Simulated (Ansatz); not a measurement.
# Grüneisen parameters and expansion of TiC (Fm-3m)

Wanted: mode Grüneisen parameters of TiC and a free-energy fit over volumes.

What experiment has found for this phase:
- heat capacity C_P per formula unit 33.9 J/mol/K near room temperature (given in “High-Throughput Prediction of Finite-Temperature Properties using the Quasi-Harmonic Approximation”, 2016, arXiv:1603.06924)

Calculated with Ansatz 0.2.0; DFT PBEsol, scalar-relativistic, plane waves, PAW.

The database entry behind the starting cell differs from later determinations by our own check (0.1 to 0.3 % short, probably kX units), so it need not match the best structure at ambient conditions.

## (1) Set-up

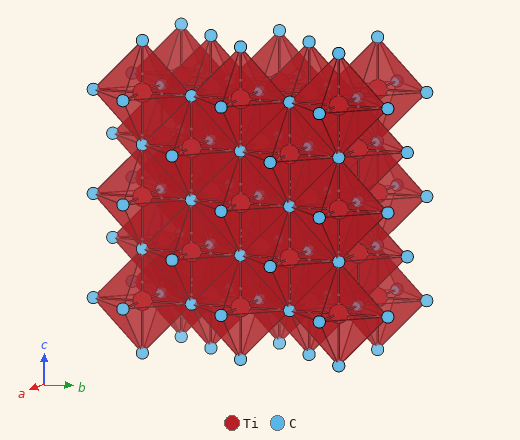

Start, viewed slightly off an axis; titanium red, carbon blue. 1×2×2 cells are drawn. This picture shows the conventional cell, with its axes. Some periodic images of atoms are drawn too.

## (2) A first coarse run

Before spending time, one coarse run tells the gap and the pressure of the starting cell.

File input.yaml:

```yaml
crystal:
  lattice:
    - [0.0, 2.1593, 2.1593]
    - [2.1593, 0.0, 2.1593]
    - [2.1593, 2.1593, 0.0]
  atoms:
    - { symbol: Ti, position: [0.0, 0.0, 0.0] }
    - { symbol: C, position: [0.5, 0.5, 0.5] }
kpoints:
  mp_grid: { grid: [8, 8, 8] }
hamiltonian:
  xc: pbesol
scf:
  occupations: { method: gaussian, width: 0.1 }
output:
  forces: true
  stress: true
  eigenvalues: true
```

On the command line:

```sh
$ ansatz run input.yaml --threads 8 --pin off --max-ram 30720MiB --backend cpu --events-out ev --progress --plain --runs-dir out
```

Numbers of over 12 decimals in the logs are rounded to 6 here.

The program printed:

```text
Engine: ansatz 0.2.0, aarch64-unknown-linux-gnu
Pseudopotentials: kind: paw
Pseudopotential: Ti, paw, valence charge 12, recommended cutoff 420 eV (normal), Ti.paw.azcp
Pseudopotential: C, paw, valence charge 4, recommended cutoff 420 eV (normal), C.paw.azcp
Functional definition: PBEsol
  exchange = pbesol_x
  correlation = pbesol_c
Crystal: 2 atoms, lattice volume = 20.136 Å³
Basis set: ecut = 420 eV, 411 PW (Γ), exchange–correlation on 48×48×48 points (8 copies of the dense FFT grid, shifted against one another)
Bands: 12, of which v1, the nominal top of the filled ones, is band 8 counted from 1 (7 counted from 0)
Symmetry: 48 space group operations
Space group: Fm-3m (ITA 225), of the structure as read, at distance tolerance 2.7e-5 Å
k-points: 29 of 512
Non-local potential: Ti, projectors of the file, l = 0: 3, l = 1: 2, l = 2: 3, l = 3: 1
Non-local potential: C, projectors of the file, l = 0: 2, l = 1: 2, l = 2: 1
PAW form: soft (Blöchl's): semilocal exchange-correlation on the pseudo side does not see the compensation charge
PAW frozen core: Ti, regenerated for the run's functional, and the local potential with it (the file was generated under x = pbe(κ = 0.804, μ = 0.219515), c = pbe(β = 0.066725))
PAW frozen core: C, regenerated for the run's functional, and the local potential with it (the file was generated under x = pbe(κ = 0.804, μ = 0.219515), c = pbe(β = 0.066725))
PAW one-centre angular grid: Ti, 590 points (default); XC on 64 Gauss nodes
PAW one-centre angular grid: C, 110 points (default); XC on 64 Gauss nodes
Initial density: superposition of atomic densities (neutral atoms: chi_scale 0, normalization atom), corrected by the library's trained network
Initial wavefunctions: pseudopotential atomic-orbital guess
Functional: x = pbesol(κ = 0.804, μ = 0.123457), c = pbesol(β = 0.046)
SCF iter   1: F=—  HF=-2722.418260 eV  |F-HF|=—  |Δ(HF+E_count)|=         —  Δρ=1.02e-2  dr2=2.33e-2  ethr=1.77e-3  ⟨swp⟩=4.4  Hψ=1730  notcnv=0
preconditioner: auto → none  [insulator: Δε(μ)=0.188 eV  Ē_g=7.917 eV  σ=0.100 eV  W_gap=0.57  n_scr=8 (ndim 8)  ℏωp=23.4 eV  f_vac=0.000  D(μ)=0.36/eV (n_scr^D=0)  ε∞_Penn≈9.7]
SCF iter   2: F=—  HF=-2722.413111 eV  |F-HF|=—  |Δ(HF+E_count)|=   5.15e-3  Δρ=3.70e-3  dr2=3.28e-3  ethr=1.46e-4  ⟨swp⟩=1.2  Hψ=589  notcnv=0
SCF iter   3: F=—  HF=-2722.412540 eV  |F-HF|=—  |Δ(HF+E_count)|=   5.71e-4  Δρ=6.19e-4  dr2=7.56e-5  ethr=2.05e-5  ⟨swp⟩=2.0  Hψ=391  notcnv=0  defer=2
SCF iter   4: F=—  HF=-2722.412527 eV  |F-HF|=—  |Δ(HF+E_count)|=   1.26e-5  Δρ=8.31e-5  dr2=7.57e-7  ethr=4.72e-7  ⟨swp⟩=2.0  Hψ=390  notcnv=0  defer=2
iter 5 did not close the SCF: its close was put off for the readings that it lacked (scf_convergence_deferred on its scf_iter line)
SCF iter   5: F=-2722.412527 eV  HF=-2722.412527 eV  |F-HF|=1.20e-8  |Δ(HF+E_count)|=   2.31e-7  Δρ=1.25e-5  dr2=2.40e-8  ethr=4.73e-9  ⟨swp⟩=2.1  Hψ=452  notcnv=0  defer=2
SCF iter   6: F=-2722.412527 eV  HF=-2722.412527 eV  |F-HF|=1.59e-10  |Δ(HF+E_count)|=  4.21e-10  Δρ=1.08e-6  dr2=2.17e-10  ethr=1.50e-10  ⟨swp⟩=2.1  Hψ=1126  notcnv=0
SCF 1 converged in 6 iterations: F = -2722.412527 eV  dr2 = 2.17e-10
  greatest PAW one-centre occupation: 0.999 electrons in one spin orbital (limit 2), on the Ti atom at site 0 (counted from 0), in its partial waves of l = 0
SCF converged after 6 iterations
Free energy (F): -2722.412527 eV
Harris-Foulkes:  -2722.412527 eV  (|F-HF|=1.59e-10)
Internal energy: -2722.410678 eV  (E = F + TS)
E sigma→0 (E₀):  -2722.411603 eV
Entropy (-TS):   -0.001849 eV (-0.925 meV/atom)
Fermi energy:    14.688530 eV
--- Per-component energies (eV) ---
  E_band       = -108.766999
  E_kinetic    = 362.118587
  E_local      = -770.143018  (includes V_loc(G=0)·N_el)
  E_nonlocal   = 33.255588
  E_hartree    = 312.239112
  E_xc         = -146.392176
  E_vxc        = -183.511364  (∫ρ·V_xc dr)
  E_paw        = -1116.243774  (= ΣΔE_a)
  E_vpaw       = -174.965110  (= ΣTr[D̂ρ^β])
  E_aug_tail   = 0.000135  (compensation charges beyond the density's cutoff)
  E_ewald      = -1397.405618
  E_core_change = 0.160485  (= ΣΔE_core)
  E_smearing   = -0.001849  (= −TS)
  E_closure    = 0.000000  (closes the sum)
  Σ components = -2722.412527   (vs F -2722.412527, Δ=0.00e0)
--- Forces (eV/Å), atoms counted from 1 ---
  atom   1  Ti    -0.00000000     0.00000000     0.00000000
  atom   2  C      0.00000000    -0.00000000    -0.00000000
  max |Σ_I F_I| component: 2.83e-30 eV/Å
--- Stress (GPa, compression-positive) ---
       -4.534522       0.000000       0.000000
       -0.000000      -4.534522      -0.000000
       -0.000000      -0.000000      -4.534522
  P = ⅓ Tr σ = -4.5345 GPa (-45.345 kbar)
--- Band table (eV; the first three rows and the last of 29) ---
  k-point 0: bands = [... 4 lower, 2.3196, 15.4060, 15.4060, 15.4060, 16.4493, 16.4493, 16.4493, 16.4921]
  k-point 1: bands = [... 4 lower, 2.6760, 14.0851, 14.4517, 14.4517, 15.8415, 15.8415, 17.0147, 18.5717]
  k-point 2: bands = [... 4 lower, 3.6568, 11.9700, 13.0253, 13.0253, 16.5119, 16.5119, 17.6012, 20.6811]
  k-point 28: bands = [... 4 lower, 5.2544, 11.5546, 11.5546, 12.0076, 17.5630, 17.5630, 18.3204, 19.9924]
```

Elapsed: 1.3 s, on 8 threads of Arm Neoverse V1, shared host; peak memory 0.28 GiB.

This step gave:

* pressure: -4.535 GPa
* volume per atom: 10.07 Å³
* gap on the k-mesh: 0 eV

The start is under -4.5 GPa at this level and looks like a metal on this mesh.

## (3) Finding the static equilibrium

The vibrations must be taken about the equilibrium of this functional, not about the starting cell, so the structure is relaxed.

input.yaml, the sections that differ from step 2:

```yaml
kpoints:
  mp_grid: { grid: [16, 16, 16] }
output:
  forces: true
  stress: true
  eigenvalues: true
  write_density: true
  write_potential: true
  elf: true
  volumetric_format: npy
relax:
  adjacent_minimum: "off"
  f_tol: 0.005
  max_steps: 80
  cell: { stress_tol: 0.05 }
# crystal, hamiltonian, scf: as in step 2
```

The program printed:

```text
[...]
Crystal: 2 atoms, lattice volume = 20.136 Å³
Basis set: ecut = 420 eV, 411 PW (Γ), exchange–correlation on 48×48×48 points (8 copies of the dense FFT grid, shifted against one another)
Bands: 12, of which v1, the nominal top of the filled ones, is band 8 counted from 1 (7 counted from 0)
Symmetry: 48 space group operations
[...]
k-points: 145 of 4096
[...]
SCF iter   1: F=—  HF=-2722.420580 eV  |F-HF|=—  |Δ(HF+E_count)|=         —  Δρ=1.05e-2  dr2=2.50e-2  ethr=1.77e-3  ⟨swp⟩=4.3  Hψ=8658  notcnv=0
[...]
SCF iter   6: F=-2722.414459 eV  HF=-2722.414459 eV  |F-HF|=9.09e-13  |Δ(HF+E_count)|=   1.79e-9  Δρ=4.85e-7  dr2=1.89e-11  ethr=6.77e-11  ⟨swp⟩=4.6  Hψ=8032  notcnv=0
SCF 1 converged in 6 iterations: F = -2722.414459 eV  dr2 = 1.89e-11
[...]
relax step   1: F+E_penalty+E_count = -2722.41445866 eV  Δ(F+E_penalty+E_count) = +0.000e0 eV  max|allowed force component| = 1.972e-29 eV/Å  Δτ_max = 0.0000 Å  P = -4.559 GPa  Ω = 20.136 Å³  (6 SCF iters, accepted)
Crystal: 2 atoms, lattice volume = 19.826 Å³
Basis set: ecut = 420 eV, 387 PW (Γ), exchange–correlation on 48×48×48 points (8 copies of the dense FFT grid, shifted against one another)
[...]
iter 1 solved again at ethr=2.28e-5 eV; its pass at ethr=3.10e-3 eV (dr2=3.65e-3 eV) is discarded
[...]
SCF iter   6: F=-2722.419959 eV  HF=-2722.419959 eV  |F-HF|=9.55e-12  |Δ(HF+E_count)|=  7.00e-11  Δρ=2.99e-7  dr2=1.13e-11  ethr=1.00e-12  ⟨swp⟩=3.4  Hψ=7080  notcnv=0
SCF 2 converged in 6 iterations: F = -2722.419959 eV  dr2 = 1.13e-11
relax step   2: F+E_penalty+E_count = -2722.41995890 eV  Δ(F+E_penalty+E_count) = -5.500e-3 eV  max|allowed force component| = 1.604e-29 eV/Å  Δτ_max = 0.0000 Å  P = -0.538 GPa  Ω = 19.826 Å³  energy of the carried Pulay correction = +5.148e-4 eV  (6 SCF iters, dr2 threshold 2.00e-7 eV, accepted)
Crystal: 2 atoms, lattice volume = 19.785 Å³
[...]
SCF iter   6: F=-2722.420094 eV  HF=-2722.420094 eV  |F-HF|=9.09e-13  |Δ(HF+E_count)|=  4.55e-13  Δρ=4.43e-8  dr2=2.95e-13  ethr=1.00e-12  ⟨swp⟩=3.6  Hψ=6417  notcnv=0
SCF 3 converged in 6 iterations: F = -2722.420094 eV  dr2 = 2.95e-13
relax step   3: F+E_penalty+E_count = -2722.42009389 eV  Δ(F+E_penalty+E_count) = -1.350e-4 eV  max|allowed force component| = 2.860e-30 eV/Å  Δτ_max = 0.0000 Å  P = +0.014 GPa  Ω = 19.785 Å³  energy of the carried Pulay correction = +5.830e-4 eV  (6 SCF iters, dr2 threshold 2.00e-7 eV, accepted)
[...]
SCF iter   8: F=-2722.419545 eV  HF=-2722.419545 eV  |F-HF|=4.55e-13  |Δ(HF+E_count)|=    0.00e0  Δρ=2.23e-10  dr2=7.91e-18  ethr=1.00e-12  ⟨swp⟩=1.9  Hψ=4308  notcnv=0
SCF 4 converged in 8 iterations: F = -2722.419545 eV  dr2 = 7.91e-18
relax step   4: F+E_penalty+E_count = -2722.41954507 eV  Δ(F+E_penalty+E_count) = +5.488e-4 eV  max|allowed force component| = 1.939e-30 eV/Å  Δτ_max = 0.0000 Å  P = -0.023 GPa  Ω = 19.785 Å³  stress off target by 2.32e-2 GPa  SCF on the basis re-selected at this cell (its energy is not comparable with the rows above)  (8 SCF iters)
basis re-selected at this cell: Δ(F+E_penalty+E_count) = +5.488e-4 eV, ΔP = -0.037 GPa vs the last step (what re-selecting the basis moved, of the pressure what is left beyond the Pulay correction that the steps carried, after the strain that the cell walked since its last selection, with what the two solves' SCF thresholds leave and, on support functions, any second-order correction that the steps lacked; it is no m [...]
SCF converged after 8 iterations
Free energy (F): -2722.419545 eV
[...]
Internal energy: -2722.417594 eV  (E = F + TS)
E sigma→0 (E₀):  -2722.418570 eV
Entropy (-TS):   -0.001951 eV (-0.975 meV/atom)
Fermi energy:    15.028510 eV
[...]
--- Stress (GPa, compression-positive) ---
       -0.023240      -0.000000      -0.000000
       -0.000000      -0.023240      -0.000000
       -0.000000       0.000000      -0.023240
  P = ⅓ Tr σ = -0.0232 GPa (-0.232 kbar)
--- Band table (eV; the first three rows and the last of 145) ---
  k-point 0: bands = [... 4 lower, 2.5424, 15.7182, 15.7182, 15.7182, 16.7738, 16.7738, 16.7738, 16.8366]
  k-point 1: bands = [... 4 lower, 2.6350, 15.2683, 15.5221, 15.5221, 16.0955, 16.0955, 17.0184, 17.8472]
  k-point 2: bands = [... 4 lower, 2.9067, 14.3754, 14.7461, 14.7461, 16.1652, 16.1652, 17.3605, 18.9482]
  k-point 144: bands = [... 4 lower, 5.5091, 11.8264, 11.8264, 12.2699, 17.9286, 17.9286, 18.7161, 20.4487]
--- Relaxed structure (3 steps of the walk, 3 accepted, 1 SCFs on fresh bases) ---
  F+E_penalty+E_count = -2722.41954507 eV   max|allowed force component| = 1.939e-30 eV/Å   (the final SCF, on the basis selected at the relaxed cell)
  cell:  # Å, volume = 19.7848 Å³
    - [0, 2.146678, 2.146678]
    - [2.146678, 0, 2.146678]
    - [2.146678, 2.146678, 0]
  atoms:
    - { symbol: Ti, position: [0, 0, 0] }
    - { symbol: C, position: [0.5, 0.5, 0.5] }
```

Elapsed: 2.8 s, on 8 threads; peak memory 0.36 GiB.

The steps of the relaxation:

```
step  energy less that of the first step (eV)  largest force component (eV/Å)  pressure (GPa)  volume (Å³)
   1                                   0.0000                          0.0000           -4.56        20.14
   2                                  -0.0055                          0.0000           -0.54        19.83
   3                                  -0.0056                          0.0000            0.01        19.78
  4*                                  -0.0051                          0.0000           -0.02        19.78
```

Relaxation steps marked * repeat the geometry before them on a plane-wave basis chosen anew for their cell, so energy and pressure can jump there.

Forces are held to the 48 operations that the run works with; a distortion that breaks them can't arise in this run.

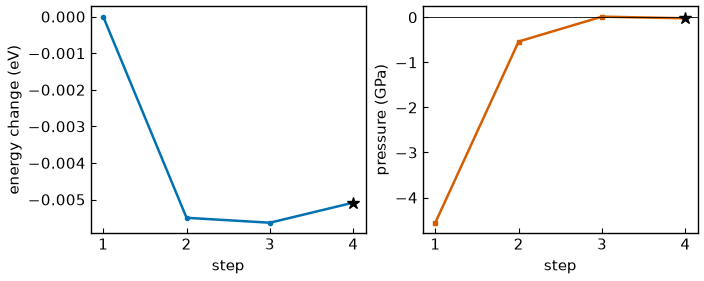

Energy and pressure along the relaxation. Stars mark steps on a basis chosen anew.

```
conventional cell, symmetrised  before  after  change
                         a (Å)   4.319  4.293  -0.6 %
                         b (Å)   4.319  4.293  -0.6 %
                         c (Å)   4.319  4.293  -0.6 %
              volume (Å³/atom)   10.07   9.89  -1.7 %
```

The relaxed structure:

```xyz
2
Lattice="0.0000 2.1467 2.1467 2.1467 0.0000 2.1467 2.1467 2.1467 0.0000" Properties=species:S:1:pos:R:3 pbc="T T T"
Ti    0.0000    0.0000    0.0000
C     2.1467    2.1467    2.1467
```

Numbers from this step:

```yaml
pressure: -0.02324 GPa
volume_per_atom: 9.892 Å³
```

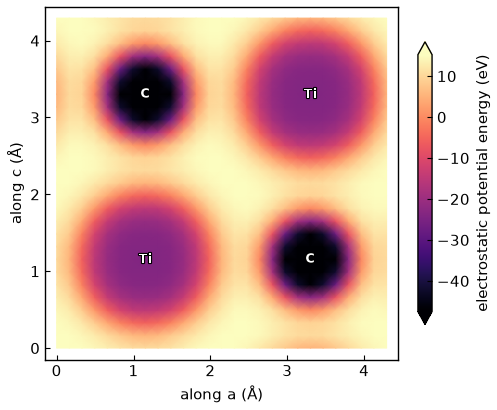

Electrostatic potential energy in the ac plane of the conventional cell at fractional y = 0.000, with atoms of Ti and C within 0.2 Å of it. With pseudopotentials it is smooth inside the atoms' cores, unlike the true potential. The map starts off the cell's origin, so that atoms lie inside it.

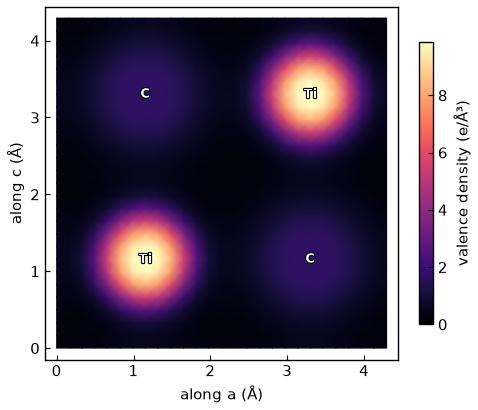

Valence density in the ac plane of the conventional cell at fractional y = 0.000, with atoms of Ti and C within 0.2 Å of it. It is the smooth field of the valence electrons, not physical close to the nuclei. The map starts off the cell's origin, so that atoms lie inside it.

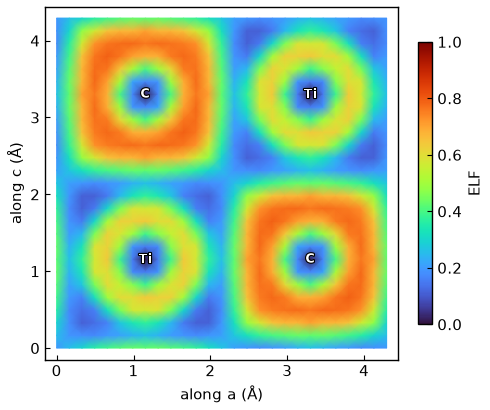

ELF in the ac plane of the conventional cell at fractional y = 0.000, with atoms of Ti and C within 0.2 Å of it. It is the smooth field of the valence electrons, not physical close to the nuclei. The map starts off the cell's origin, so that atoms lie inside it.

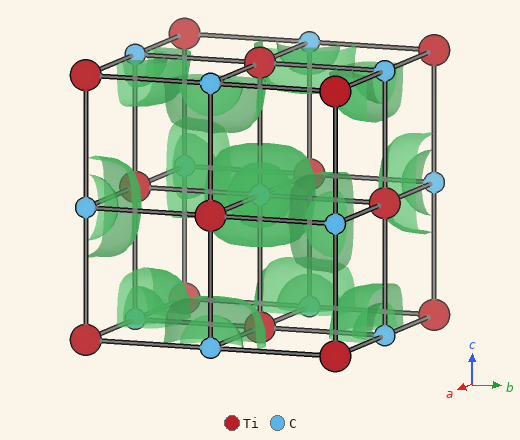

Surface of ELF = 0.71.

The relaxation ends with a pressure of -0.02 GPa.

## (4) Tight relaxation

The thresholds are tightened for a last relaxation ahead of the phonons, and where mesh or smearing change with them the cell follows.

File input.yaml:

```yaml
crystal:
  lattice:
    - [0.0, 2.1466778772, 2.1466778772]
    - [2.1466778772, 0.0, 2.1466778772]
    - [2.1466778772, 2.1466778772, 0.0]
  atoms:
    - { symbol: Ti, position: [0.0, 0.0, 0.0] }
    - { symbol: C, position: [0.5, 0.5, 0.5] }
kpoints:
  mp_grid: { grid: [16, 16, 16] }
hamiltonian:
  xc: pbesol
scf:
  occupations: { method: methfessel_paxton, width: 0.2 }
output:
  forces: true
  stress: true
  eigenvalues: true
relax:
  adjacent_minimum: "off"
  f_tol: 0.001
  max_steps: 60
  cell: { stress_tol: 0.01 }
```

The program printed:

```text
[...]
Crystal: 2 atoms, lattice volume = 19.785 Å³
Basis set: ecut = 420 eV, 387 PW (Γ), exchange–correlation on 48×48×48 points (8 copies of the dense FFT grid, shifted against one another)
Bands: 12, of which v1, the nominal top of the filled ones, is band 8 counted from 1 (7 counted from 0)
Symmetry: 48 space group operations
[...]
k-points: 145 of 4096
[...]
k-point 144: bands = [... 4 lower, 5.5106, 11.8277, 11.8277, 12.2712, 17.9300, 17.9300, 18.7173, 20.4503]
--- Relaxed structure (2 steps of the walk, 2 accepted, 1 SCFs on fresh bases) ---
[...]
cell:  # Å, volume = 19.7833 Å³
    - [0, 2.146624, 2.146624]
    - [2.146624, 0, 2.146624]
    - [2.146624, 2.146624, 0]
  atoms:
    - { symbol: Ti, position: [0, 0, 0] }
    - { symbol: C, position: [0.5, 0.5, 0.5] }
[key lines of the parts left out:]
SCF converged after 3 iterations
Free energy (F): -2722.418902 eV
Fermi energy:    15.032168 eV
P = ⅓ Tr σ = -0.0028 GPa (-0.028 kbar)
```

The job ended after 2.1 s (8 threads; peak memory 0.36 GiB; 9.3 s of CPU time).

Little changed from the start: no atom moved by 0.005 Å and no cell edge by 0.1 %.

Numbers from this step:

| Property | Result |
| --- | --- |
| pressure | -0.002828 GPa |

The residual pressure is -0.0028 GPa, small enough for phonons.

(Continued in part 2 of 4.)

[Logs are printed without paths, hosts, clocks, repeated set-up lines and the standing remarks that a program may print on its own settings, such as how far it seeks lower states.]

[Hosts, paths, dates, database ids (printed as entryN), source tags and the programs' standing remarks are cut or masked in the printed files.]

[A step with changed settings may run another functional than the one named; its input shows which.]

[Of the runs on displaced cells, only some may be shown.]
